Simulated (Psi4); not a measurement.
# Two attempts at BeH2 (SMILES [H][Be][H])

Wanted: a single-point energy of BeH2, MP2.5/aug-cc-pV(T+d)Z (fitted SCF).

Program for the calculation: Psi4 1.11.

9 further runs of the same task are left out: 2 that didn't finish, 7 set aside as unsound or not needed.

## 1. Starting point

BeH2 has 3 atoms, charge 0, and is taken as a singlet. SMILES: `[H][Be][H]`. The shape comes from GFN2-xTB, which is rough for such elements, and wasn't checked as a minimum.

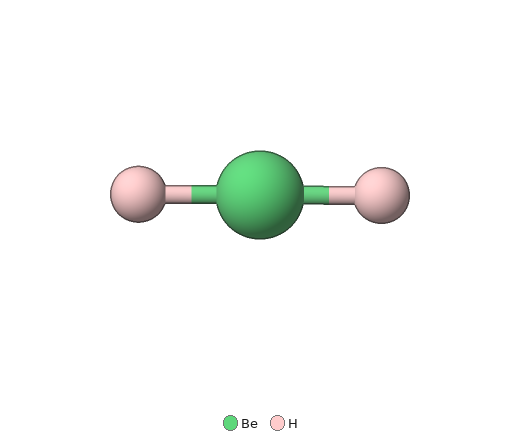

The structure, seen from a chosen angle (beryllium green, hydrogen pink).

## 2. Try one

File input.inp:

```
memory 1600 MB

molecule {
  0 1
  Be    -0.000840    -0.000480    -0.000030
  H     -0.018180    -0.022770     1.279120
  H      0.019030     0.023250    -1.279100
  symmetry c1
}

set globals {
  basis aug-cc-pV(T+d)Z
  scf_type df
  freeze_core true
  mp_type conv
  docc [2]
}

energy("mp2.5")
print_variables()
```

Started as:

```
$ psi4 -n 1 input.inp input.out
```

input.out:

```text
Psi4 1.11 release

   => Loading Basis Set <=

    Name: AUG-CC-PV(T+D)Z
    Role: ORBITAL
    Keyword: BASIS

RuntimeError:
Fatal Error: Got 2 alpha electrons, expected 3.
DOCC and SOCC must specify the occupation of all electrons or none.

Printing out the relevant lines from the Psithon --> Python processed input file:
    core.set_global_option("BASIS", "aug-cc-pV(T+d)Z")
    core.set_global_option("SCF_TYPE", "df")
    core.set_global_option("FREEZE_CORE", "true")
    core.set_global_option("MP_TYPE", "conv")
    core.set_global_option("DOCC", [2])
--> energy("mp2.5")
    print_variables()

!----------------------------------------------------------------------------------!
!                                                                                  !
! Fatal Error: Got 2 alpha electrons, expected 3.                                  !
! DOCC and SOCC must specify the occupation of all electrons or none.              !
!                                                                                  !
!----------------------------------------------------------------------------------!

    Psi4 run time: 0:00:00.11
```

It took 1.4 s on 1 thread of Intel Xeon 6975P-C (Granite Rapids), shared host; peak memory 0.13 GiB.

## 3. Diagnosis

The input was rejected.

The log says `Fatal Error: Got 2 alpha electrons, expected 3.`. The fault: the orbital occupation or active space doesn't match the electron count or the lowest state. To mend it: docc at its default in place of (2).

## 4. The mended input

File calc.dat:

```
memory 1600 mb

molecule {
  0 1
  Be    -0.000840    -0.000480    -0.000030
  H     -0.018180    -0.022770     1.279120
  H      0.019030     0.023250    -1.279100
}

set globals {
  basis aug-cc-pV(T+d)Z
  scf_type df
  freeze_core true
  mp_type conv
}

e = energy("mp2.5")
```

Started as:

```
$ psi4 calc.dat calc.out -n 1
```

calc.out:

```text
[...]
  Running in cs symmetry.
[...]
  Nuclear repulsion =    3.515569756008338
[...]
  Multiplicity = 1
[...]
  Nalpha       = 3
  Nbeta        = 3
[...]
    Number of basis functions: 92
[...]
   @DF-RHF iter   1:   -15.76684795574466   -6.26176e-01   9.76196e-04 ADIIS/DIIS
[...]
   @DF-RHF iter   7:   -15.77021482067770   -2.40696e-12   1.72934e-09 DIIS
[...]
    Orbital Energies [Eh]
    ---------------------
    Doubly Occupied:
       1Ap    -4.664724     2Ap    -0.494451     3Ap    -0.455781
    Virtual:
       4Ap     0.018879     1App    0.018879     5Ap     0.021116
       6Ap     0.021561     7Ap     0.071658     2App    0.071658
       8Ap     0.082494     9Ap     0.086764    10Ap     0.138713
      11Ap     0.158175     3App    0.158176     4App    0.175156
      12Ap     0.175156    13Ap     0.217655    14Ap     0.221841
       5App    0.221841    15Ap     0.247393    16Ap     0.304081
      17Ap     0.334120    18Ap     0.377092     6App    0.377092
      19Ap     0.384107     7App    0.384107    20Ap     0.474517
[...]
  @DF-RHF Final Energy:   -15.77021482067770
   => Energetics <=
    Nuclear Repulsion Energy =              3.5155697560083383
    One-Electron Energy =                 -27.3416564174654404
    Two-Electron Energy =                   8.0558718407794014
    Total Energy =                        -15.7702148206776993
[...]
 Multipole Moments:
 ------------------------------------------------------------------------------------
     Multipole            Electronic (a.u.)      Nuclear  (a.u.)        Total (a.u.)
 ------------------------------------------------------------------------------------
 L = 1.  Multiply by 2.5417464519 to convert [e a0] to [Debye]
 Dipole X            :          0.0047679           -0.0024847            0.0022832
 Dipole Y            :         -0.0001286            0.0000683           -0.0000603
 Dipole Z            :          0.0000000            0.0000000            0.0000000
 Magnitude           :                                                    0.0022840
[...]
	SCS-MP2 Total Energy (a.u.)        :   -15.84292653699423
	SOS-MP2 Total Energy (a.u.)        :   -15.84839950307881
	SCSN-MP2 Total Energy (a.u.)       :   -15.77307256921862
[...]
	SOS-PI-MP2 Total Energy (a.u.)     :   -15.85441370941736
[...]
	MP2 Total Energy (a.u.)            :   -15.83198060482506
[...]
```

Wall time 4.5 s (1 thread of Intel Xeon 6975P-C (Granite Rapids), shared host); peak memory 0.72 GiB.

## 5. What came out

At MP2.5/aug-cc-pV(T+d)Z (fitted SCF):

| quantity | value |
| --- | --- |
| total energy | -15.83769 Eh |
| HOMO energy (Hartree–Fock orbitals) | -12.40 eV |
| LUMO energy (Hartree–Fock orbitals) | 0.51 eV |
| HOMO–LUMO gap (Hartree–Fock orbitals) | 12.92 eV |
| correlation energy (1 core orbital frozen) | -67.5 mEh |
